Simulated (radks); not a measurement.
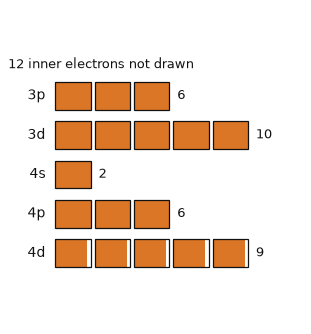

Figure 1. The outer shells as the input fills them: a box for each of the 2l + 1 orbitals, shaded by the share of the shell that is filled, with the electron count at the right.

**Atomic calculation, with input and output: Cd³⁺**

Cd³⁺, configuration [Kr] 4d9. Level asked for: Dirac Kohn-Sham, BLYP, spin-unpolarised, spherical densities, point nucleus (radks).

The input:
```
Z 48
configuration [Kr] 4d9
relativity Dirac
functional b88,lyp
spin unpolarised
j_filling average
nucleus point
c 137.035999084
history 1
mixing 0.05
max_iterations 50
```

Energies in input and log are in hartree, lengths in bohr.

Hardware: 1 thread of Arm Neoverse V2, 23 GiB of memory available, shared host.

The run was one of a batch that the task file lists, launched with:
```bash
python <driver script> task.json out
```

Output:
```
1s1/2   1   2.0000        -975.68394167
2s1/2   1   2.0000        -146.05405548
2p1/2   1   2.0000        -136.12706872
2p3/2   1   4.0000        -129.04697273
3s1/2   1   2.0000         -28.35562251
3p1/2   1   2.0000         -24.36779558
3p3/2   1   4.0000         -23.10214107
3d3/2   1   4.0000         -16.02631402
3d5/2   1   6.0000         -15.76889529
4s1/2   1   2.0000          -5.25120072
4p1/2   1   2.0000          -3.96479657
4p3/2   1   4.0000          -3.74675778
4d3/2   1   3.6000          -1.75828512
4d5/2   1   5.4000          -1.72977279
Etot -5594.262876188301
Ekin 5867.847618695989
Encl -13516.177892555275
Eh 2208.3594883792007
Exc -154.29209070821548
err 0.19745216060999948
it 50
```

Outcome:

- outcome: not converged
- total energy: −5594.2629 hartree
- kinetic energy: 5867.8476 hartree
- electron–nucleus energy: −13516.1779 hartree
- Hartree energy: 2208.3595 hartree
- exchange–correlation energy: −154.292091 hartree
- SCF iterations: 50

Diagnosis:

A numerical setting was moved from its usual value: mixing history nhist = 1, mixing factor beta = 0.05. The run did not meet its convergence test in 50 iterations, so its last values are not results.
